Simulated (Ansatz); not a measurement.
# BH2F: small, medium and large basis sets

Aim: see how fast density functionals and correlated methods converge with the basis set for BH2F.

Program: Ansatz 0.2.0, Gaussian basis. Level of theory: one geometry, several basis sets. These are calculated values, not measurements.

The runs, in order: PBE0-D4/def2-SVP; ωB97M-V/def2-SVP; PBE0-D4/def2-QZVPP; ωB97M-V/def2-QZVPP; CCSD(T)/cc-pV(D+d)Z; CCSD(T)/cc-pV(T+d)Z; CCSD(T)/cc-pV(Q+d)Z; the functionals' def2-TZVPP values are taken from earlier runs.

## Step 1: Structure used throughout

The geometry comes from an earlier relaxation with PBE0-D4 in a triple-zeta def2 set; it is a stationary point.

SMILES `BF`, 4 atoms, charge 0, spin multiplicity 1.

Atoms are counted from 1 here; the program's logs count them from 0.

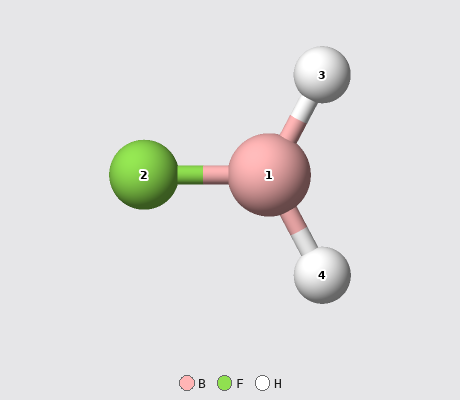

The geometry (boron pink, fluorine green, hydrogen white); atoms are numbered from 1 in the order of the file.

## Step 2: PBE0-D4 in def2-SVP

File in.yaml:

```yaml
crystal:
  periodic: [false, false, false]
  atoms:
    - {symbol: B, position_ang: [-0.027251, -0.003983, -0.030836]}
    - {symbol: F, position_ang: [1.061163, -0.296704, 0.649862]}
    - {symbol: H, position_ang: [-1.012481, -0.649130, 0.186214]}
    - {symbol: H, position_ang: [0.034170, 0.889617, -0.825640]}
basis:
  gaussian: {orbitals: def2-SVP}
hamiltonian: {xc: pbe0, dispersion: d4}
output: {orbitals: {seedname: orbitals}}
```

After this run come: ωB97M-V in def2-SVP; PBE0-D4 in def2-QZVPP; ωB97M-V in def2-QZVPP; CCSD(T) in cc-pV(D+d)Z; CCSD(T) in cc-pV(T+d)Z; CCSD(T) in cc-pV(Q+d)Z.

**Question.** What will the summary of the whole plan be? Wanted: MP2 correlation recovered, cc-pV(D+d)Z; MP2 correlation recovered, cc-pV(T+d)Z; MP2 correlation recovered, cc-pV(Q+d)Z; CCSD(T) limit from def2 sets; PBE0-D4: double and triple zeta above quadruple; ωB97M-V: double and triple zeta above quadruple.

The runs gave:

| quantity | value |
| --- | --- |
| MP2 correlation recovered, cc-pV(D+d)Z | 67.2 % |
| MP2 correlation recovered, cc-pV(T+d)Z | 87.3 % |
| MP2 correlation recovered, cc-pV(Q+d)Z | 94.7 % |
| CCSD(T) limit from def2 sets (earlier runs) less the limit of this series | 18 meV |
| PBE0-D4: double and triple zeta above quadruple | 4.34, 0.20 eV |
| ωB97M-V: double and triple zeta above quadruple | 4.47, 0.19 eV |

For PBE0-D4 the step from double to triple zeta gains 4.15 eV and the next only 0.20 eV. Correlation climbs from 67 % (cc-pV(D+d)Z) to 95 % (cc-pV(Q+d)Z) of the limit; Hartree-Fock is 0.083 eV from its own by then. A limit from the def2 sets, made apart, differs by 18 meV, a least measure of the doubt on such a limit. Total energies overstate the basis error of differences, where much of it tends to cancel. The LUMO of ωB97M-V is positive and keeps falling with the basis (1.15 to 0.62 eV): an unbound level that the basis holds in place.
